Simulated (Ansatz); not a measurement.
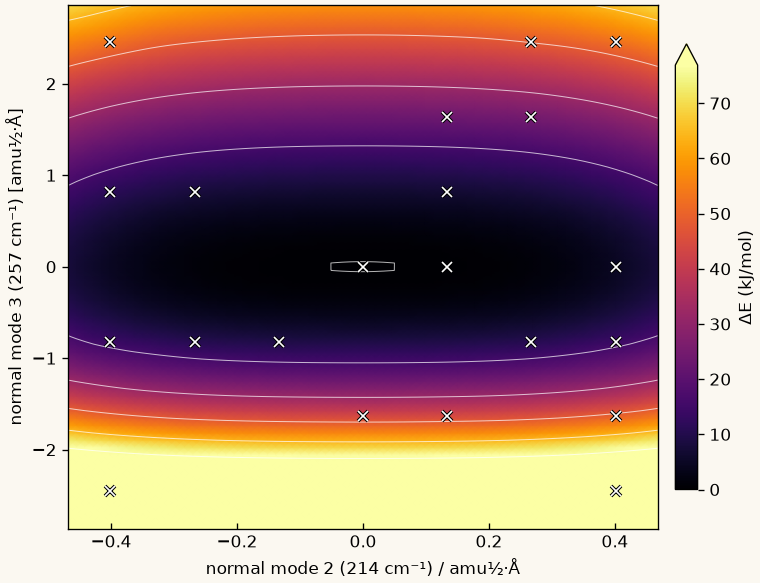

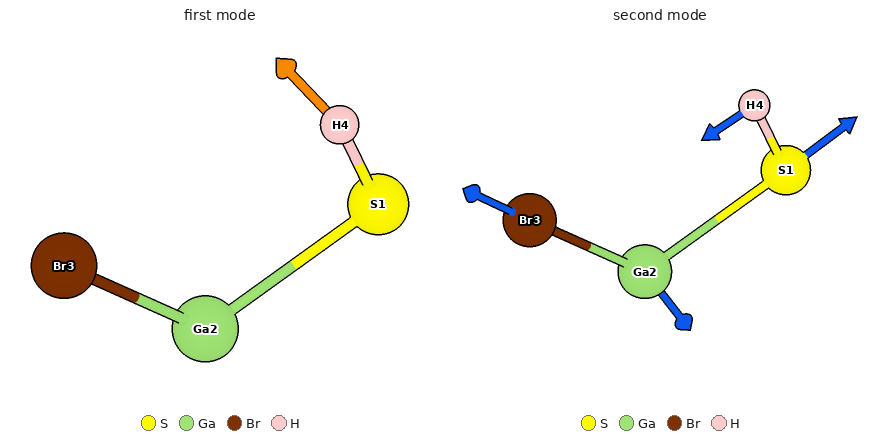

Energy landscape of BrGaHS, SMILES [SH][Ga][Br], spin multiplicity 2. The first coordinate is: normal mode 2 (214 cm⁻¹); the second: normal mode 3 (257 cm⁻¹). Nothing is relaxed (straight displacements along the two mass-weighted modes). The grid has 15 × 15 points; 123 points were computed and 81 follow by symmetry. At 21 points there is no value. Points are written as (first, second). Energies are in kJ/mol, from the lowest grid point. All numbers below come from UKS PBE-D4/def2-SVP (Ansatz 0.2.0).

In the figure: a smooth colour map with a few white contour lines, crosses at grid points without a value, one colour for all values above the top of the scale. Between grid points the surface is interpolated. The second picture is the reference structure; its two panels give the patterns of the first and the second mode as arrows.

**Where are the wells?**

The lowest grid point is at (−0.067 amu½·Å, 0.00 amu½·Å). The smooth surface has its minimum beside a grid point that was not computed. The same energy is found at (0.067 amu½·Å, 0.00 amu½·Å). Other grid points that lie below all their neighbours: (0.201 amu½·Å, 0.00 amu½·Å) (0.5 kJ/mol higher). The highest grid point, (−0.468 amu½·Å, −2.87 amu½·Å), lies 191 kJ/mol above the lowest.

The input of one point:

```yaml
crystal:
  periodic: [false, false, false]
  atoms:
    - { symbol: S, position_ang: [-0.723121, 1.271608, -0.722471] }
    - { symbol: Ga, position_ang: [-0.757244, -0.94311, -0.223716] }
    - { symbol: Br, position_ang: [1.06045, -1.790104, 1.00688] }
    - { symbol: H, position_ang: [0.505303, 1.388948, -0.133727] }
magnetization:
  spin_polarized: true
  initial_magnetization: 1
basis:
  gaussian: { orbitals: def2-SVP }
hamiltonian:
  xc: pbe
  dispersion: d4
output:
  forces: true
```

Each point was launched as `ansatz run input.yaml --threads 1 --pin off --max-ram 2560MiB --backend cpu --events-out ev --progress --plain --runs-dir out`. Time for the 123 points that were run: 14 min on 1 thread of Intel(R) Xeon(R) Platinum 8488C (Sapphire Rapids) (shared host).
